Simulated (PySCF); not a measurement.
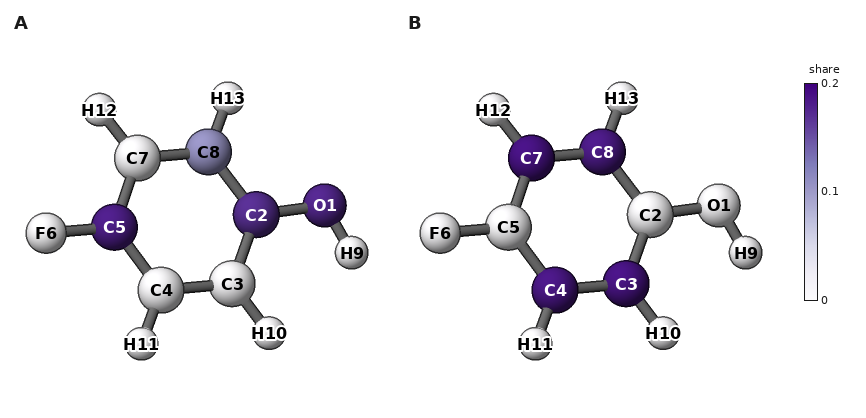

Each panel colours the atoms by their Löwdin share in one orbital (up to four of the largest shares; other atoms are shown as zero). The computed structure is the end point of a PBE0-D3(BJ)/def2-SVP optimisation. No frequency run is at hand to confirm it as a minimum. Computed with ωB97X-D/def2-SVPD (PySCF 2.14.0).

> The panels show the HOMO, LUMO, in some order. Which is which?

A: HOMO, −8.33 eV; C5 0.18, O1 0.17, C2 0.17, C8 0.10
B: LUMO, 1.07 eV; C7 0.19, C3 0.19, C4 0.18, C8 0.18
